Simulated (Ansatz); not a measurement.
# How the smearing shapes the phonons of Au-Pt-Au stack of (111) layers, part 2 of 2

Aim: see how the phonons of Au-Pt-Au stack of (111) layers along the first symmetry line respond to the electronic smearing. The first relaxation steps of the session are not shown, so no cell shown is the starting entry, unless a step says so.

Ansatz 0.2.0; DFT PBE, scalar-relativistic, plane waves, PAW; PAW set soft_1.

So far. Step 4 (Wavevectors along a line: Fermi–Dirac smearing of 0.25 …): Against step 3 (now smearing width 0.25 eV), the free energy moves by -45.6 meV an atom.

## 5. Phonons along a line: Fermi–Dirac smearing of 0.04 eV

Each wavevector is solved by itself, so no interpolation smooths a dip of the branch.

input.yaml

```yaml
crystal:
  lattice:
    - [2.790499161, 0.0, 0.0]
    - [-1.3952495805, 2.4166431627, 0.0]
    - [0.0, 0.0, 32.8528545601]
  atoms:
    - { symbol: Au, position: [0.0, 0.0, 0.1613645982] }
    - { symbol: Pt, position: [0.3333333333, 0.6666666667, 0.2363026015] }
    - { symbol: Au, position: [0.6666666667, 0.3333333333, 0.3112406048] }
  periodic: [true, true, false]
kpoints:
  mp_grid: { grid: [18, 18, 1] }
hamiltonian:
  xc: pbe
  pseudopotentials: { kind: paw, azcp: { folder: soft_1 } }
scf:
  occupations: { method: fermi_dirac, width: 0.04 }
output:
  eigenvalues: true
phonons:
  method: dfpt
  qpoints:
    - [0, 0, 0]
    - [0.166666667, 0.0, 0.0]
    - [0.333333333, 0.0, 0.0]
    - [0.5, 0.0, 0.0]
```

Narrower smearing comes nearer the zero-temperature value but asks more of the mesh.

Run with:

```console
> ansatz run input.yaml --threads 4 --pin off --max-ram 12288MiB --backend cpu --events-out ev --progress --plain --runs-dir out
```

Numbers of over 12 decimals in the logs are rounded to 6 here.

The log of the run:

```text
[...]
Crystal: 3 atoms, lattice volume = 221.548 Å³
Basis set: ecut = 420 eV, 4369 PW (Γ), exchange–correlation on 40×40×450 points (8 copies of the dense FFT grid, shifted against one another)
Bands: 34, of which v1, the nominal top of the filled ones, is band 28 counted from 1 (27 counted from 0)
Symmetry: 12 space group operations
k-points: 37 of 324 (irreducible under 6 space group operations, time reversal used)
[...]
SCF iter   1: F=—  HF=-38827.296561 eV  |F-HF|=—  |Δ(HF+E_count)|=         —  Δρ=3.48e-2  dr2=3.11e0  ethr=3.10e-3  ⟨swp⟩=15.8  Hψ=9795  notcnv=0  defer=2
[...]
SCF iter  12: F=-38826.464580 eV  HF=-38826.464580 eV  |F-HF|=1.53e-10  |Δ(HF+E_count)|=   1.55e-9  Δρ=6.70e-8  dr2=7.80e-12  ethr=1.00e-12  ⟨swp⟩=22.2  Hψ=10710  notcnv=0
SCF 1 converged in 12 iterations: F = -38826.464580 eV  dr2 = 7.80e-12
[...]
SCF converged after 12 iterations
Free energy (F): -38826.464580 eV
[...]
Internal energy: -38826.457232 eV  (E = F + TS)
E sigma→0 (E₀):  -38826.460906 eV
Entropy (-TS):   -0.007348 eV (-2.449 meV/atom)
Fermi energy:    -5.331314 eV
[...]
--- Band table (eV; the first three rows and the last of 37) ---
  k-point 0: bands = [... 24 lower, -7.4642, -7.3688, -7.3688, -6.7030, -5.8415, -5.8415, -5.0501, -0.5013 (-0.5069°), ... 2 higher]
  k-point 1: bands = [... 24 lower, -7.5017, -7.4870, -7.3571, -6.4484, -6.0860, -5.8490, -4.6070, -0.4379 (-0.4430°), ... 2 higher]
  k-point 2: bands = [... 24 lower, -7.7788, -7.5871, -7.3232, -6.3940, -5.9586, -5.8712, -3.8109, -0.2486 (-0.2527°), ... 2 higher]
  k-point 36: bands = [... 24 lower, -6.9143, -6.9143, -5.9963, -0.9784, -0.9784, -0.5958, 0.9101, 1.1970, ... 2 higher]
  ° read free of the cell's end (the report's vacuum.weakly_bound_levels)
[...]
ASR residual: 4.300e-4 → 0.000e0 eV/Å²; symmetrization residual: 3.916e-5 eV/Å²
[...]
ASR residual per site (eV/Å²): 1.37e-4 4.30e-4 1.66e-4
  Γ frequencies (cm⁻¹): 0.00 0.00 0.00 20.17 20.17 37.37 37.37 73.95 120.41
[...]
--- Phonons (arbitrary-q DFPT): 4 explicit q-points ---
[...]
```

Run time: 8.3 min. Hardware: 4 threads of Intel Xeon Gold 6455B (Sapphire Rapids), shared host; peak memory 4.4 GiB.

Each wavevector solved by linear response. Frequency against |q| along the line; 7 of 9 lines:

| \|q\| along the line (Å⁻¹) | mode 1 (cm⁻¹) | mode 2 (cm⁻¹) | mode 3 (cm⁻¹) | mode 4 (cm⁻¹) | mode 5 (cm⁻¹) | mode 6 (cm⁻¹) | mode 7 (cm⁻¹) |
| --- | --- | --- | --- | --- | --- | --- | --- |
| 0.000 | 0 | 0 | 0 | 20.2 | 20.2 | 37.4 | 37.4 |
| 0.433 | 19.6 | 42.8 | 45.7 | 54.5 | 61.1 | 79.0 | 87.3 |
| 0.867 | 42.0 | 54.0 | 72.6 | 74.1 | 90.3 | 102 | 137 |
| 1.300 | 48.5 | 59.3 | 83.8 | 85.0 | 102 | 104 | 153 |

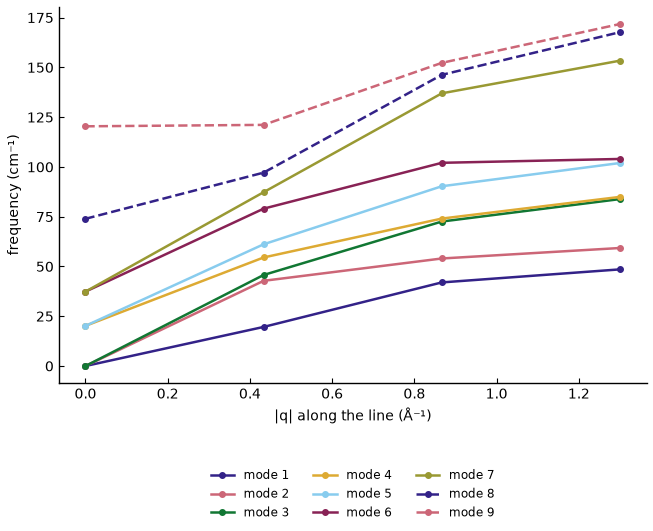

Frequency against |q| along the line.

Against step 3 (now smearing width 0.04 eV), the free energy moves by +5.3 meV an atom.

## 6. Wavevectors along a line: Methfessel–Paxton smearing of 0.2 eV

Each wavevector is solved by itself, so no interpolation smooths a dip of the branch.

Edit input.yaml of step 5 so:

```diff
@@ -16,3 +16,3 @@
 scf:
-  occupations: { method: fermi_dirac, width: 0.04 }
+  occupations: { method: methfessel_paxton, width: 0.2 }
 output:
```

The log of the run:

```text
[...]
Crystal: 3 atoms, lattice volume = 221.548 Å³
Basis set: ecut = 420 eV, 4369 PW (Γ), exchange–correlation on 40×40×450 points (8 copies of the dense FFT grid, shifted against one another)
Bands: 34, of which v1, the nominal top of the filled ones, is band 28 counted from 1 (27 counted from 0)
Symmetry: 12 space group operations
k-points: 37 of 324 (irreducible under 6 space group operations, time reversal used)
[...]
SCF iter   1: F=—  HF=-38827.290961 eV  |F-HF|=—  |Δ(HF+E_count)|=         —  Δρ=3.47e-2  dr2=3.08e0  ethr=3.10e-3  ⟨swp⟩=14.1  Hψ=9271  notcnv=0
[...]
SCF iter  12: F=-38826.461827 eV  HF=-38826.461827 eV  |F-HF|=1.75e-10  |Δ(HF+E_count)|=  9.90e-10  S|Δr|=    0.00e0  Δρ=5.36e-8  dr2=2.95e-12  ethr=1.00e-12  ⟨swp⟩=22.1  Hψ=12143  notcnv=0
SCF 1 converged in 12 iterations: F = -38826.461827 eV  dr2 = 2.95e-12
[...]
SCF converged after 12 iterations
Stability not checked: this state was not tested for a lower state beside it, because cold or Methfessel-Paxton smearing, or corrected tetrahedra, fill the levels in a way that the test cannot read (fill_not_monotonic; see scf.lower_state_search)
Free energy (F): -38826.461827 eV
[...]
Internal energy: -38826.459818 eV  (E = F + TS)
E sigma→0 (E₀):  -38826.461325 eV
Entropy (-TS):   -0.002009 eV (-0.670 meV/atom)
Fermi energy:    -5.348214 eV
Step filling:    the computed levels leave a gap of 0.0400 eV = 0.2 smearing widths at the electron count; against every level under it full and every level over it empty, smearing changes F+E_penalty+E_count by -1.584 meV and its σ→0 estimate by -1.082 meV
[...]
--- Band table (eV; the first three rows and the last of 37) ---
  k-point 0: bands = [... 24 lower, -7.4633, -7.3679, -7.3679, -6.7023, -5.8405, -5.8405, -5.0495, -0.5010 (-0.5066°), ... 2 higher]
  k-point 1: bands = [... 24 lower, -7.5008, -7.4862, -7.3563, -6.4477, -6.0850, -5.8480, -4.6064, -0.4376 (-0.4428°), ... 2 higher]
  k-point 2: bands = [... 24 lower, -7.7780, -7.5862, -7.3224, -6.3931, -5.9579, -5.8702, -3.8103, -0.2483 (-0.2524°), ... 2 higher]
  k-point 36: bands = [... 24 lower, -6.9133, -6.9133, -5.9953, -0.9777, -0.9777, -0.5950, 0.9109, 1.1977, ... 2 higher]
  ° read free of the cell's end (the report's vacuum.weakly_bound_levels)
[...]
ASR residual: 7.377e-5 → 0.000e0 eV/Å²; symmetrization residual: 4.591e-5 eV/Å²
[...]
ASR residual per site (eV/Å²): 7.38e-5 3.16e-5 4.27e-5
  Γ frequencies (cm⁻¹): 0.00 0.00 0.00 19.95 19.95 37.34 37.34 72.99 120.42
[...]
--- Phonons (arbitrary-q DFPT): 4 explicit q-points ---
[...]
```

Run time: 8.9 min. Hardware: 4 threads; peak memory 4.5 GiB; 35 min of CPU time.

Each wavevector solved by linear response. Frequency against |q| along the line; 7 of 9 lines:

| \|q\| along the line (Å⁻¹) | mode 1 (cm⁻¹) | mode 2 (cm⁻¹) | mode 3 (cm⁻¹) | mode 4 (cm⁻¹) | mode 5 (cm⁻¹) | mode 6 (cm⁻¹) | mode 7 (cm⁻¹) |
| --- | --- | --- | --- | --- | --- | --- | --- |
| 0.000 | 0 | 0 | 0 | 19.9 | 19.9 | 37.3 | 37.3 |
| 0.433 | 19.7 | 42.9 | 45.7 | 54.6 | 61.3 | 79.0 | 87.4 |
| 0.867 | 42.0 | 54.2 | 72.6 | 74.1 | 90.4 | 102 | 138 |
| 1.300 | 48.6 | 59.3 | 83.7 | 84.9 | 102 | 103 | 154 |

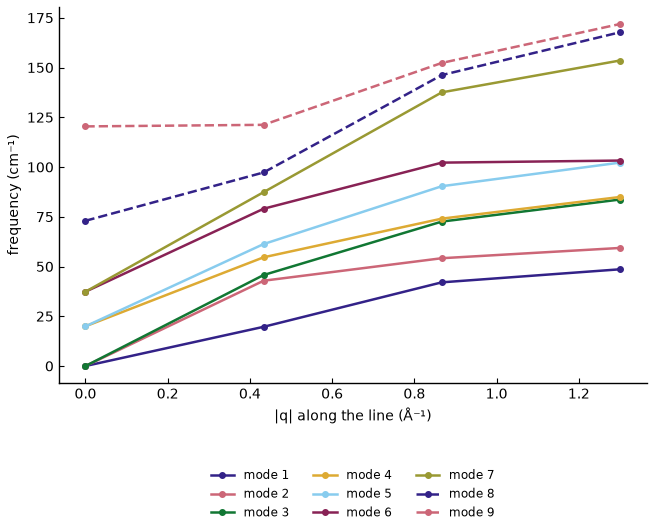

Frequency, plotted against |q| along the line.

Against step 3 (now occupations Methfessel-Paxton and smearing width 0.2 eV), the free energy moves by +6.2 meV an atom.

## 7. The lowest branch at each setting

Table of lowest frequency by |q| along the line:

| \|q\| along the line (Å⁻¹) | fermi dirac 0.1 eV, k 18x18x1 (cm⁻¹) | fermi dirac 0.25 eV, k 18x18x1 (cm⁻¹) | fermi dirac 0.04 eV, k 18x18x1 (cm⁻¹) | methfessel paxton 0.2 eV, k 18x18x1 (cm⁻¹) |
| --- | --- | --- | --- | --- |
| 0.000 | 0 | 0 | 0 | 0 |
| 0.433 | 19.5 | 18.6 | 19.6 | 19.7 |
| 0.867 | 41.8 | 39.7 | 42.0 | 42.0 |
| 1.300 | 48.5 | 47.4 | 48.5 | 48.6 |

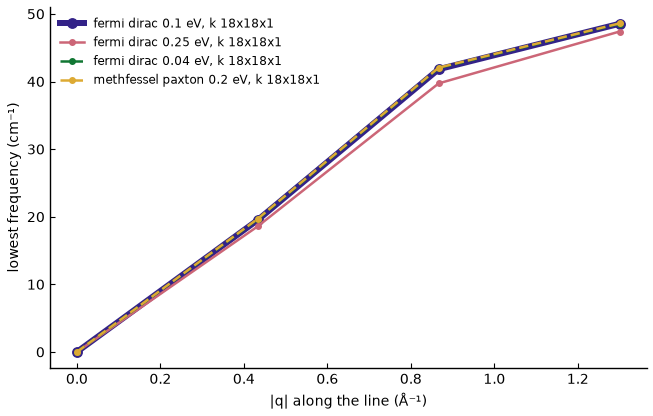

Lowest frequency, plotted against |q| along the line.

## 8. What came out

```
phonon run of the rows without a label of their own              : PBE, k 18×18×1
lowest branch at the last solved point, Fermi–Dirac 0.1 eV       : 48.5 cm⁻¹ at |q| = 1.3 Å⁻¹
lowest branch at the last solved point, Fermi–Dirac 0.25 eV      : 47.4 cm⁻¹ at |q| = 1.3 Å⁻¹
lowest branch at the last solved point, Fermi–Dirac 0.04 eV      : 48.5 cm⁻¹ at |q| = 1.3 Å⁻¹
lowest branch at the last solved point, Methfessel–Paxton 0.2 eV : 48.6 cm⁻¹ at |q| = 1.3 Å⁻¹
```

In words: No branch softens by more than 4 % of the top frequency as the smearing narrows, so no anomaly that hangs on the smearing shows at these points. The line holds 4 wavevectors, so a narrow dip between them would be missed. Between Fermi–Dirac 0.25 eV and Fermi–Dirac 0.04 eV the largest change, with modes counted by rank of frequency, is in mode 5 at |q| = 1.3 Å⁻¹, from 95.6 to 102 cm⁻¹. Where branches cross, a count by rank can hide a softening. At the narrowest width the k mesh may not resolve the Fermi surface, so part of the change can be mesh noise. Spin–orbit coupling, left out here, matters for Au and Pt. The structure was built by hand as an ordered model, and its stability against other phases was not tested.

[Logs are printed without paths, hosts, clocks, repeated set-up lines and the standing remarks that a program may print on its own settings, such as how far it seeks lower states.]

[Hosts, paths, dates, database ids (printed as entryN), source tags and the programs' standing remarks are cut or masked in the printed files.]
